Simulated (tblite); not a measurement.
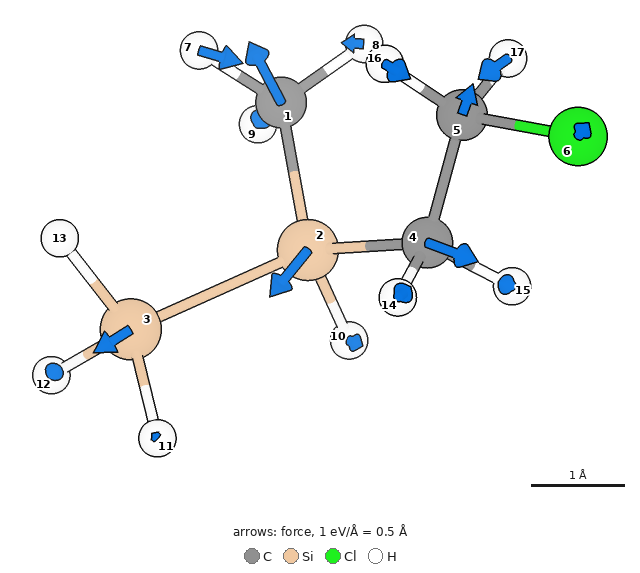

Starting geometry of C$_{3}$H$_{11}$ClSi$_{2}$ with the computed forces as blue arrows. A ball-and-stick model, seen from a free direction.

Method: GFN2-xTB geometry optimisation, gas phase in tblite. 

What follows when this structure is relaxed?

Answer. It isn't relaxed: the largest force vector, on C1, is 1.86 eV/Å. The final displacements have little in common with the starting forces (cosine between the two patterns 0.17). The atom that moves furthest after the best rigid fit is H17 (1.15 Å). Largest moves by element: H 1.15 Å, C 0.54 Å, Cl 0.40 Å, Si 0.25 Å. Among the contacts that change: Si2–C4 1.841 → 1.921 Å, C1–Si2 1.843 → 1.906 Å, Si2–Si3 2.260 → 2.320 Å, C1–H7 1.119 → 1.087 Å. Bond angles that change, for instance: Si3–Si2–H10 105.0° → 114.2°, C1–Si2–C4 114.4° → 107.8°, C4–C5–Cl6 105.8° → 111.4°. Groups turn about Si2–C4 by about 45°, C1–Si2 by about 25°. After 149 geometry steps the energy has fallen by 0.426 eV. Cost: 1.2 s on 1 thread of Arm Neoverse V1, on a shared host.
